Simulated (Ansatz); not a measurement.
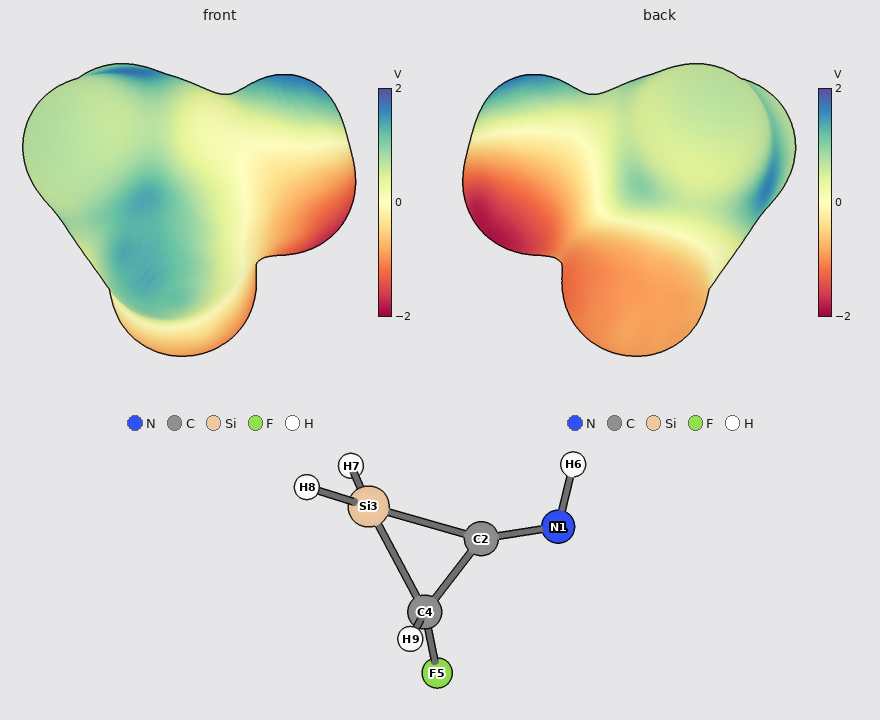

*C$_{2}$H$_{4}$FNSi (SMILES N=C1[SiH2]C1F). The molecular electrostatic potential painted on the density surface at 0.002 e/bohr³, seen from the front and from behind; the colour scale runs from red (negative) to blue (positive). The bare structure is drawn below in the same view.*

Geometry: PBE0-D4/def2-TZVP.

The calculation used RKS PBE0-D4/def2-TZVPP in Ansatz.

| atom | x (Å) | y (Å) | z (Å) |
| --- | --- | --- | --- |
| N | -0.3189 | 1.4778 | -1.2834 |
| C | -0.2498 | 0.4367 | -0.5811 |
| Si | 0.7738 | -0.9417 | 0.1725 |
| C | -0.7053 | 0.0869 | 0.7801 |
| F | -0.8139 | 1.0141 | 1.7661 |
| H | 0.2536 | 1.3967 | -2.1238 |
| H | 2.1632 | -0.5472 | 0.4901 |
| H | 0.5695 | -2.4009 | 0.0171 |
| H | -1.5836 | -0.5688 | 0.7455 |

Where is the surface potential most negative and most positive?

Answer. The most negative region (about −1.8 V) lies over N1, the most positive (about +1.7 V) over Si3 and H6. N1 is the likeliest acceptor of a hydrogen bond.
